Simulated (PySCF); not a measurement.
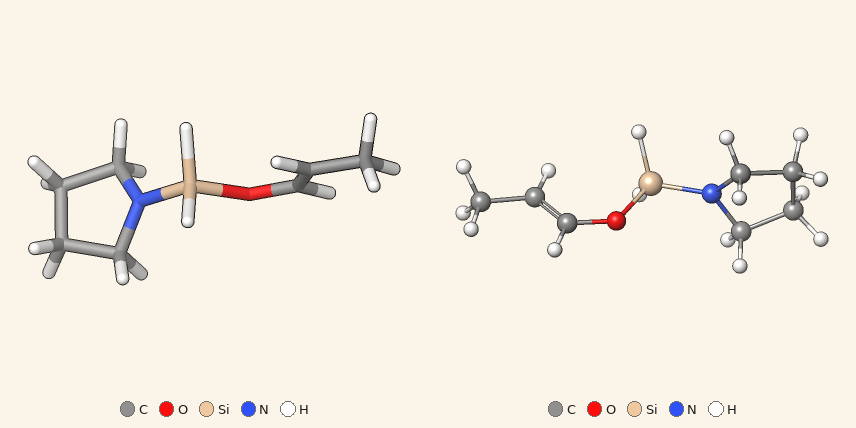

Both panels show the same species.

The computed structure is the end point of a PBE0-D3(BJ)/def2-SVP optimisation. No frequency run is at hand to confirm it as a minimum.

What is the molecular formula?

Answer. C₇H₁₅NOSi, 25 atoms: 7 carbon, 15 hydrogen, 1 nitrogen, 1 oxygen and 1 silicon.

Does it have rings?

Answer. Independent rings (smallest set): 1 of 5 members.

Name some functional groups or characteristic bonds that it holds.

Answer. Among them: alkene, Si–H bond, Si–O bond, Si–N bond.

What is its SMILES?

Answer. C/C=C/O[SiH2]N1CCCC1

The parts below concern this one geometry. Atoms keep their numbers from picture to picture.

**Geometry**

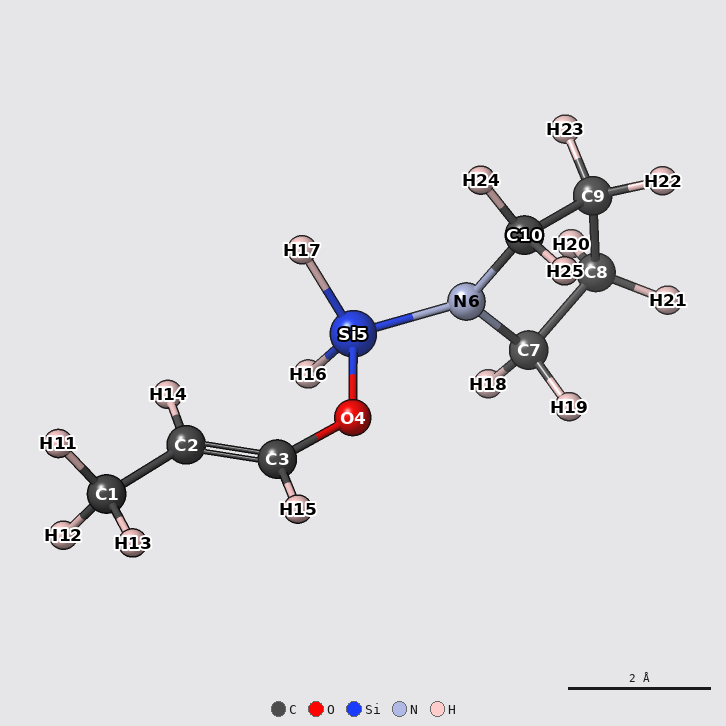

No frequency run is at hand to confirm it as a minimum.

Give the bond lengths. Leave out bonds to hydrogen.

```json
{"bond": "C1–C2", "length (Å)": "1.493", "order": "single"}
{"bond": "C2–C3", "length (Å)": "1.339", "order": "double"}
{"bond": "C3–O4", "length (Å)": "1.346", "order": "single"}
{"bond": "O4–Si5", "length (Å)": "1.688", "order": "single"}
{"bond": "Si5–N6", "length (Å)": "1.709", "order": "single"}
{"bond": "N6–C7", "length (Å)": "1.449", "order": "single"}
{"bond": "N6–C10", "length (Å)": "1.450", "order": "single"}
{"bond": "C7–C8", "length (Å)": "1.537", "order": "single"}
{"bond": "C8–C9", "length (Å)": "1.544", "order": "single"}
{"bond": "C9–C10", "length (Å)": "1.536", "order": "single"}
```

**Polarisability**

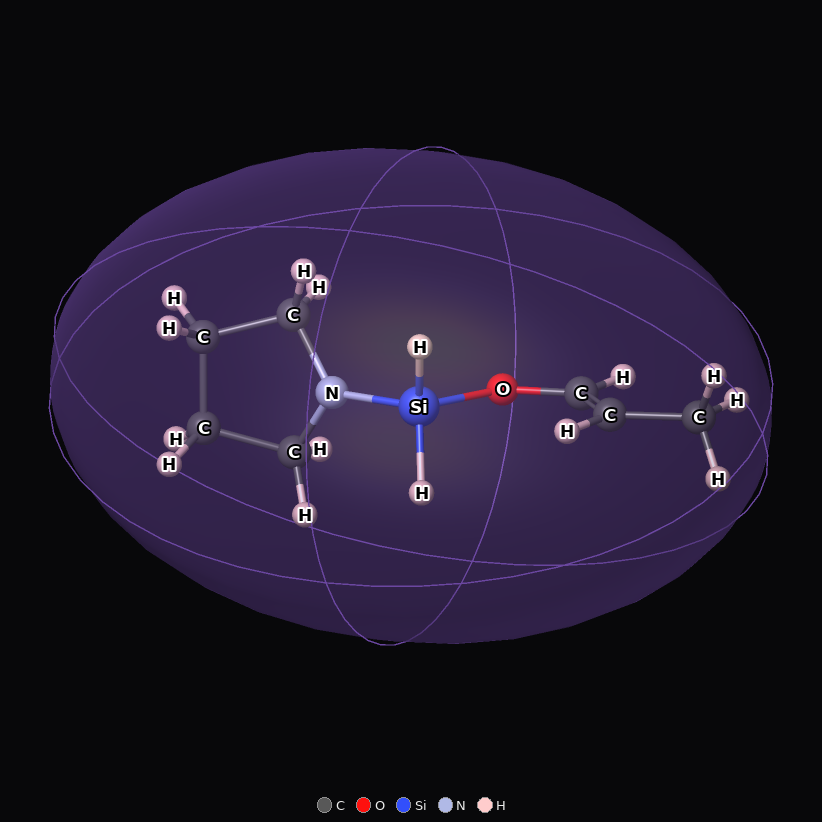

The ellipsoid shows the static dipole polarisability: its half-axes are proportional to the principal values. No frequency run is at hand to confirm it as a minimum. Computed with B3LYP/def2-SVPD (PySCF 2.14.0).

Give the principal values, the mean and the anisotropy.

Answer. Principal values 104.2, 105.0, 161.6 bohr³; mean 123.6 bohr³ (18.31 Å³); anisotropy 57.0 bohr³, so the longest axis is 1.55 times the shortest.

**NMR shielding**

The questions are on isotropic NMR shieldings of the H atoms. No frequency run is at hand to confirm it as a minimum. Method: GIAO PBE0/pcSseg-1 NMR shielding, non-relativistic, gas phase (PySCF 2.14.0).

Give the isotropic NMR shieldings of the H atoms atom by atom.

```tsv
atom	σ (ppm)
H11	29.58
H12	29.58
H13	29.84
H14	26.70
H15	24.98
H16	26.41
H17	26.43
H18	28.05
H19	28.43
H20	29.59
H21	29.73
H22	29.73
H23	29.60
H24	28.06
H25	28.45
```

**Ring current**

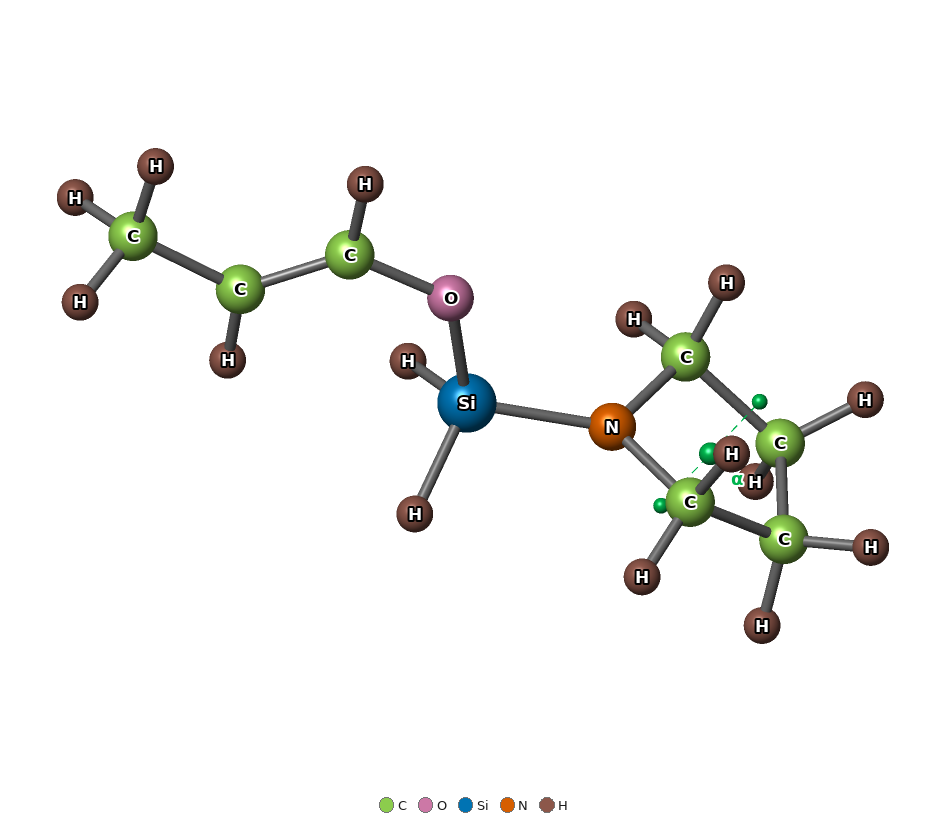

The small points mark where nucleus-independent chemical shifts (NICS) were computed: at the centre of each lettered ring and 1 Å above and below it. No frequency run is at hand to confirm it as a minimum. Properties computed with GIAO PBE0/pcSseg-1 NMR shielding, non-relativistic, IEF-PCM acetonitrile (PySCF 2.14.0).

Give NICS(0), NICS(1) and the out-of-plane component NICS(1)zz for each ring (means of the two sides).

```tsv
ring	members	NICS(0)	NICS(1)	NICS(1)zz
α	C4N	−7.3	−4.0	−5.9
```

Values in ppm.

What do the values say about the ring currents?

Answer. Ring α: weak, as in a non-aromatic ring. NICS is one index among several.
